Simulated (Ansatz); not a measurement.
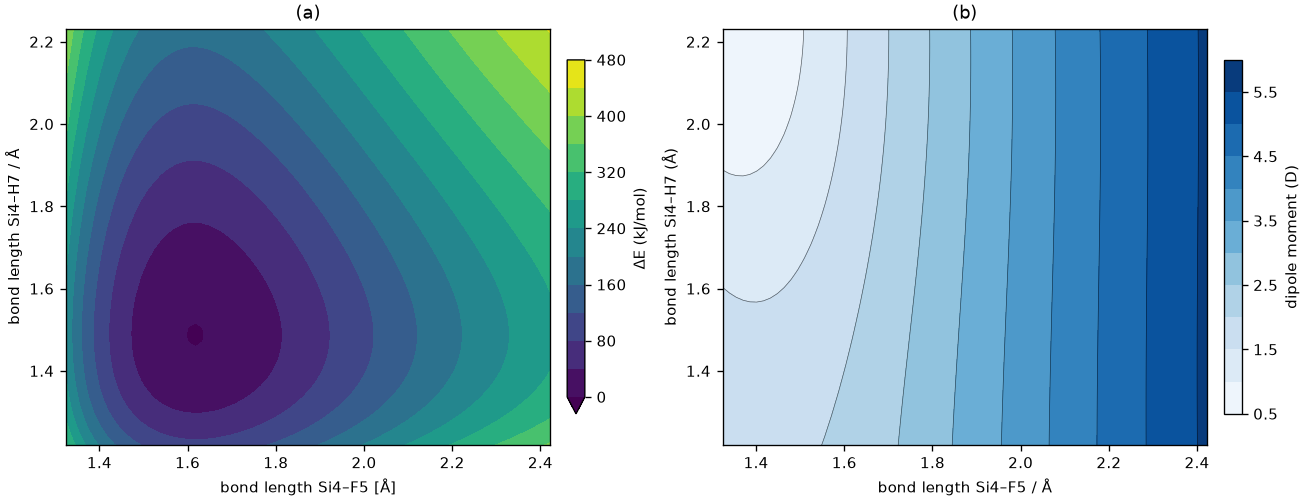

F₂H₂SeSi₂, SMILES F[SiH]1[Se][SiH]1F. The first coordinate is: bond length Si4–F5; the second: bond length Si4–H7. Nothing is relaxed (all other coordinates rigid). The grid has 9 × 9 points. Points are written as (first, second). Energies: kJ/mol, counted from the lowest grid point. The reference is spin-restricted, which grows unreliable where a bond is stretched far. Method: Ansatz, RKS PBE-D4/def2-TZVP.

Panel (a) is the energy; panel (b) is the computed dipole moment, in D.

Drawn: filled contours. Between grid points the surface is interpolated.

Q: How does the dipole moment vary over the map, and what is it at the lowest grid point?

A: Leaving out the highest fifth of the energies, it runs from 0.80 D at (1.462 Å, 2.232 Å) to 5.59 D at (2.422 Å, 1.473 Å). At the lowest grid point, (1.599 Å, 1.473 Å), it is 1.94 D.
